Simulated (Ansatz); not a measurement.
# AlSiH (triplet): correlated methods under varied settings at a displaced geometry (v1)

Aim: run AlSiH (triplet) at one geometry under a spread of methods and options, and see what each costs and gives.

Method: the settings change from run to run; program: Ansatz 0.2.0, Gaussian basis.

25 further runs of the same task are left out: 4 for a known fault of the program, 6 that didn't finish, 15 set aside as unsound or not needed. Runs told in other sessions of the task aren't counted.

### Step 1. The geometry

The geometry is a PBE0/def2-TZVP stationary point (not a proven minimum) with its atoms shifted at random (size 0.040 Å).

3 atoms, charge 0, spin multiplicity 3.

Atoms are counted from 1 here; the program's logs count them from 0.

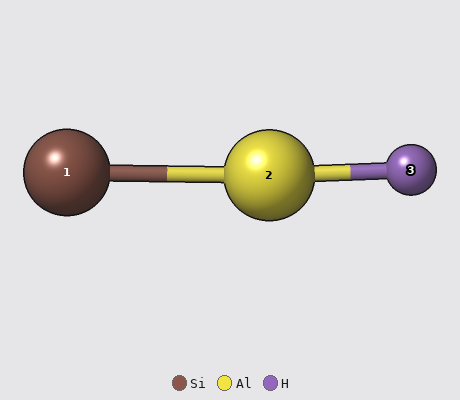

The geometry (silicon brown, aluminium yellow, hydrogen purple); atoms are numbered from 1 in the order of the file.

### Step 2. MRCISD+Q(relaxed)(4,4)/cc-pVDZ

The input, in.yaml:

```yaml
crystal:
  periodic: [false, false, false]
  atoms:
    - {symbol: Si, position_ang: [-0.015433, -0.009008, 2.110240]}
    - {symbol: Al, position_ang: [-0.016266, -0.025151, -0.234380]}
    - {symbol: H, position_ang: [0.031698, 0.034159, -1.875860]}
basis:
  gaussian: {orbitals: cc-pVDZ}
magnetization: {spin_polarized: false, initial_magnetization: 2}
correlation: {method: fic_mrcisd_q_relaxed, electrons: valence, active_space: {window: {electrons: 4, orbitals: 4}, states: [{multiplicity: 3, weights: [1, 1]}, {multiplicity: 5, weights: [1]}]}}
```

Started as:

```bash
> ansatz run in.yaml --threads 1 --pin off --events-out ev --progress --plain --max-ram 2393MiB
```

The program printed (excerpt; [...] marks lines left out):

```text
Functional definition: HF
  name "HF"
  cite "Fock, Z. Phys. 61, 126 (1930) doi:10.1007/BF01340294"
  parent pbe
[...]
748 factors; integrals over basis functions are off by at most 1.6e-7 eV
[...]
mean field -14458.69617131 eV, -531.3472838396 hartree, gradient 2.7e-6 eV, S^2 2.000000; 0 other end points of the search recorded, 0 dependent functions left out
reference -14458.69617131 eV, -531.3472838396 hartree; 15, 13 occupied and 26, 28 virtual orbitals, 748 factors
state -14458.60075120 eV, -531.3437772150 hartree
state -14457.22561169 eV, -531.2932417700 hartree
contracted CI cycle   1: correlation 0.00000000 eV, 0.0000000000 hartree, residual 1.20e1 eV
contracted CI cycle   2: correlation -3.62673124 eV, -0.1332799147 hartree, residual 2.42e0 eV
contracted CI cycle   3: correlation -3.81739911 eV, -0.1402868298 hartree, residual 9.13e-1 eV
contracted CI cycle   4: correlation -3.84740376 eV, -0.1413894804 hartree, residual 3.70e-1 eV
contracted CI cycle   5: correlation -3.85310560 eV, -0.1415990190 hartree, residual 1.48e-1 eV
contracted CI cycle   6: correlation -3.85384382 eV, -0.1416261483 hartree, residual 5.08e-2 eV
contracted CI cycle   7: correlation -3.85393090 eV, -0.1416293481 hartree, residual 2.12e-2 eV
contracted CI cycle   8: correlation -3.85394623 eV, -0.1416299118 hartree, residual 8.59e-3 eV
contracted CI cycle   9: correlation -3.85394911 eV, -0.1416300173 hartree, residual 3.85e-3 eV
[...]
contracted CI cycle  14: correlation -3.75067911 eV, -0.1378349151 hartree, residual 1.29e-3 eV
contracted CI cycle  15: correlation -3.75067920 eV, -0.1378349184 hartree, residual 8.93e-4 eV
contracted CI cycle  16: correlation -3.75067927 eV, -0.1378349208 hartree, residual 9.75e-4 eV
contracted CI cycle  17: correlation -3.75067933 eV, -0.1378349231 hartree, residual 7.96e-4 eV
contracted CI cycle  18: correlation -3.75067936 eV, -0.1378349241 hartree, residual 3.75e-4 eV
state -14457.22561169 eV, -531.2932417700 hartree; corrected -14461.48973066 eV, -531.4499452518 hartree
state -14456.43628427 eV, -531.2642345225 hartree
contracted CI cycle   1: correlation 0.00000000 eV, 0.0000000000 hartree, residual 1.12e1 eV
contracted CI cycle   2: correlation -3.23239337 eV, -0.1187882654 hartree, residual 1.76e0 eV
contracted CI cycle   3: correlation -3.34019584 eV, -0.1227499331 hartree, residual 5.83e-1 eV
contracted CI cycle   4: correlation -3.35326732 eV, -0.1232303011 hartree, residual 2.44e-1 eV
contracted CI cycle   5: correlation -3.35562336 eV, -0.1233168841 hartree, residual 1.05e-1 eV
contracted CI cycle   6: correlation -3.35605538 eV, -0.1233327603 hartree, residual 4.27e-2 eV
contracted CI cycle   7: correlation -3.35612364 eV, -0.1233352687 hartree, residual 1.68e-2 eV
contracted CI cycle   8: correlation -3.35613342 eV, -0.1233356285 hartree, residual 6.43e-3 eV
contracted CI cycle   9: correlation -3.35613472 eV, -0.1233356762 hartree, residual 2.43e-3 eV
contracted CI cycle  10: correlation -3.35613492 eV, -0.1233356834 hartree, residual 1.03e-3 eV
state -14456.43628427 eV, -531.2642345225 hartree; corrected -14460.17952727 eV, -531.4017961654 hartree
Total energy: -14461.55168624 eV, -531.4522220776 hartree
```

Wall time 2.2 s (1 thread of Arm Neoverse V1, shared host).

From the report: 18 determinants; active occupations (of the averaged states) 1.33, 1.27, 1.00, 0.40.

### Step 3. MRCISD+Q(2,3)/cc-pVDZ

The input, in.yaml:

```yaml
crystal:
  periodic: [false, false, false]
  atoms:
    - {symbol: Si, position_ang: [-0.015433, -0.009008, 2.110240]}
    - {symbol: Al, position_ang: [-0.016266, -0.025151, -0.234380]}
    - {symbol: H, position_ang: [0.031698, 0.034159, -1.875860]}
basis:
  gaussian: {orbitals: cc-pVDZ}
magnetization: {spin_polarized: false, initial_magnetization: 2}
correlation: {method: fic_mrcisd_q, electrons: outside_noble_gas, active_space: {window: {electrons: 2, orbitals: 3}}}
```

Same command.

The program printed (excerpt; [...] marks lines left out):

```text
Functional definition: HF
  name "HF"
  cite "Fock, Z. Phys. 61, 126 (1930) doi:10.1007/BF01340294"
  parent pbe
[...]
409 factors; integrals over basis functions are off by at most 9.4e-4 eV
[...]
mean field -14458.69614043 eV, -531.3472827044 hartree, gradient 2.6e-6 eV, S^2 2.000000; 0 other end points of the search recorded, 0 dependent functions left out
reference -14458.69614043 eV, -531.3472827044 hartree; 15, 13 occupied and 26, 28 virtual orbitals, 409 factors
state -14458.69614043 eV, -531.3472827044 hartree
contracted CI cycle   1: correlation 0.00000000 eV, 0.0000000000 hartree, residual 1.21e1 eV
contracted CI cycle   2: correlation -3.68386274 eV, -0.1353794586 hartree, residual 1.94e0 eV
contracted CI cycle   3: correlation -3.80545642 eV, -0.1398479440 hartree, residual 5.67e-1 eV
contracted CI cycle   4: correlation -3.81597632 eV, -0.1402345432 hartree, residual 1.95e-1 eV
contracted CI cycle   5: correlation -3.81726673 eV, -0.1402819649 hartree, residual 6.80e-2 eV
contracted CI cycle   6: correlation -3.81739962 eV, -0.1402868484 hartree, residual 2.17e-2 eV
contracted CI cycle   7: correlation -3.81741187 eV, -0.1402872988 hartree, residual 6.87e-3 eV
contracted CI cycle   8: correlation -3.81741301 eV, -0.1402873404 hartree, residual 2.00e-3 eV
contracted CI cycle   9: correlation -3.81741311 eV, -0.1402873444 hartree, residual 6.04e-4 eV
state -14458.69614043 eV, -531.3472827044 hartree; corrected -14462.98147284 eV, -531.5047657659 hartree
WARN: 1 active orbitals are nearly empty or full. The corrections depend on them more than the energy does, and are more stable in an active space without them
Total energy: -14462.98147284 eV, -531.5047657659 hartree
```

Wall time 0.87 s (1 thread of Arm Neoverse V1, shared host).

From the report: 4 determinants; active occupations 1.00, 1.00, 0.00. The report marks this result as in doubt.

### Step 4. NEVPT2(2,3)/cc-pVDZ

in.yaml, as its differences from that of step 3:

```diff
@@ -9,2 +9,2 @@
 magnetization: {spin_polarized: false, initial_magnetization: 2}
-correlation: {method: fic_mrcisd_q, electrons: outside_noble_gas, active_space: {window: {electrons: 2, orbitals: 3}}}
+correlation: {method: sc_nevpt2, electrons: valence, active_space: {window: {electrons: 2, orbitals: 3}, states: [{multiplicity: 3, weights: [1, 1, 1]}], root: 0}}
```

The command is unchanged.

The program printed (excerpt; [...] marks lines left out):

```text
Functional definition: HF
  name "HF"
  cite "Fock, Z. Phys. 61, 126 (1930) doi:10.1007/BF01340294"
  parent pbe
[...]
748 factors; integrals over basis functions are off by at most 1.6e-7 eV
[...]
mean field -14458.69617131 eV, -531.3472838396 hartree, gradient 2.7e-6 eV, S^2 2.000000; 0 other end points of the search recorded, 0 dependent functions left out
reference -14458.69617131 eV, -531.3472838396 hartree; 15, 13 occupied and 26, 28 virtual orbitals, 748 factors
state -14458.54712821 eV, -531.3418066066 hartree
state -14456.10331950 eV, -531.2519982930 hartree
state -14455.42569673 eV, -531.2270961153 hartree
state -14458.54712821 eV, -531.3418066066 hartree; corrected -14462.03894493 eV, -531.4701285041 hartree
state -14456.10331950 eV, -531.2519982930 hartree; corrected -14459.20171211 eV, -531.3658621210 hartree
state -14455.42569673 eV, -531.2270961153 hartree; corrected -14458.99239997 eV, -531.3581700419 hartree
Total energy: -14462.03894493 eV, -531.4701285041 hartree
```

Wall time 1.1 s (1 thread of Arm Neoverse V1, shared host).

From the report: 4 determinants; active occupations (of the averaged states) 0.67, 0.67, 0.67.

### Step 5. CCSDT(Q) on UHF/cc-pVDZ

The input, in.yaml:

```yaml
crystal:
  periodic: [false, false, false]
  atoms:
    - {symbol: Si, position_ang: [-0.015433, -0.009008, 2.110240]}
    - {symbol: Al, position_ang: [-0.016266, -0.025151, -0.234380]}
    - {symbol: H, position_ang: [0.031698, 0.034159, -1.875860]}
basis:
  gaussian: {orbitals: cc-pVDZ}
magnetization: {spin_polarized: true, initial_magnetization: 2}
correlation: {method: ccsdt_q, electrons: outside_noble_gas}
accuracy: high
```

Same command.

The program printed (excerpt; [...] marks lines left out):

```text
Functional definition: HF
  name "HF"
  cite "Fock, Z. Phys. 61, 126 (1930) doi:10.1007/BF01340294"
  parent pbe
[...]
796 factors; integrals over basis functions are off by at most 3.5e-9 eV
[...]
mean field -14458.79829330 eV, -531.3510367531 hartree, gradient 3.4e-8 eV, S^2 2.026838; 3 other end points of the search recorded, 0 dependent functions left out
determinant -14458.79829330 eV, -531.3510367531 hartree, with singles and doubles -14462.79822393 eV, -531.4980314927 hartree
determinant -14457.20213761 eV, -531.2923791137 hartree, with singles and doubles -14461.11292910 eV, -531.4360980499 hartree
determinant -14457.19766604 eV, -531.2922147865 hartree, with singles and doubles -14461.04678192 eV, -531.4336671859 hartree
determinant -14455.74920475 eV, -531.2389848158 hartree, with singles and doubles -14459.28826320 eV, -531.3690428150 hartree
10 core orbitals not correlated: weight in the atoms' cores, before any rotation towards them, 1.000 or more for the frozen orbitals, at most 0.000 for the correlated occupied ones
reference -14458.79829330 eV, -531.3510367531 hartree; 5, 3 occupied and 26, 28 virtual orbitals, 796 factors
second order -3.13347418 eV of doubles, -0.00000000 eV of singles
cycle   1  -3.71958422 eV  change   -5.9e-1 eV  update   9.0e-2
[...]
cycle  33  -4.21559525 eV  change   3.6e-10 eV  update  7.0e-10
perturbative correction -0.01304416 eV, -0.0004793641 hartree
Total energy: -14463.02693271 eV, -531.5064363852 hartree
```

It took 12 s on 1 thread of Arm Neoverse V1, shared host.

From the report: ⟨S²⟩ of the determinant 2.027 (pure triplet: 2.00); correlation -4.2286 eV; T1 0.030; largest double amplitude 0.08.

### Step 6. All runs side by side

Where basis and cores are those of an earlier UCCSDT(Q)/cc-pVDZ run (-14463.0269 eV), and the records show the same count of frozen orbitals and kind of state, the miss against it is given; a blank cell means that this couldn't be shown. † marks a result that the program doubts.

| level | correlated | functions | energy (eV) | from UCCSDT(Q) (meV) | time |
| --- | --- | --- | --- | --- | --- |
| MRCISD+Q(relaxed)(4,4)/cc-pVDZ (mean of several states) | valence | 41 | -14461.5517 |  | 2.2 s |
| MRCISD+Q(2,3)/cc-pVDZ † | outside noble gas | 41 | -14462.9815 | 45.5 | 0.87 s |
| NEVPT2(2,3)/cc-pVDZ (lowest root of an average) | valence | 41 | -14462.0389 |  | 1.1 s |
| CCSDT(Q) on UHF/cc-pVDZ | outside noble gas | 41 | -14463.0269 | 0.0 | 12 s |

### Step 7. Outcome

```
quantity                            value
    runs                                4
quickest  MRCISD+Q(2,3)/cc-pVDZ †, 0.87 s
 slowest    CCSDT(Q) on UHF/cc-pVDZ, 12 s
```

What this shows: Total energies in different bases, with other cores or another treatment of relativity can't be set against each other. CCSDT(Q) on UHF/cc-pVDZ took 14 times as long as MRCISD+Q(2,3)/cc-pVDZ †; the jobs differ in more than the method. Among the correlated runs with a miss given, it spans +0 to +45 meV.
